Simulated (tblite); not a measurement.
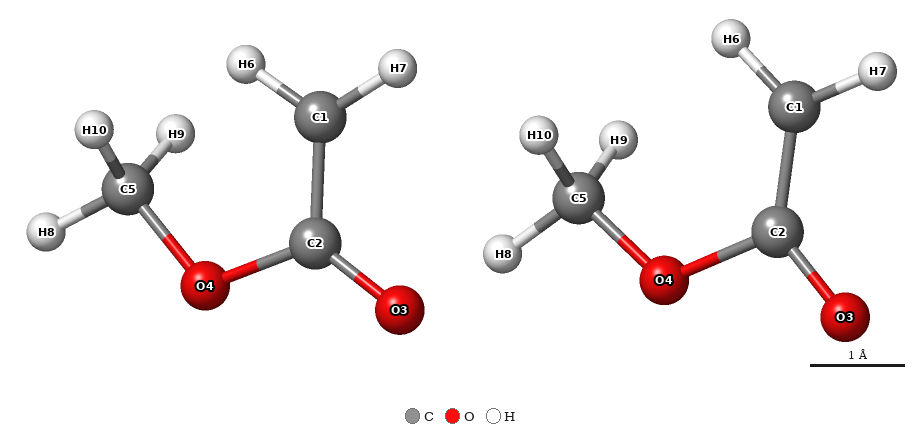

Two geometries of C3H5O2 (charge −1), drawn at one scale. One is the start of a relaxation, the other its converged end. The picture is a ball-and-stick view, seen at a tilt.

Computed with tblite 0.8.0, GFN2-xTB geometry optimisation, dihedral held, gas phase. 

Question: Which geometry has the lower energy?

Answer: The right one is the relaxed one. H6 moves most after the best rigid fit: 0.41 Å. By element the largest moves are H 0.41 Å, C 0.20 Å, O 0.20 Å. Some distances before and after: C2–O4 1.412 → 1.471 Å, O4–C5 1.411 → 1.380 Å, C2–O3 1.271 → 1.244 Å, C5–H10 1.092 → 1.102 Å. Bond angles that change, for instance: O3–C2–O4 126.9° → 111.8°, C1–C2–O4 110.6° → 118.6°, C1–C2–O3 122.5° → 129.6°. After 26 geometry steps the energy has fallen by 71.1 kJ/mol. The run took 0.36 s on 1 thread of AMD EPYC, with other jobs on the host.
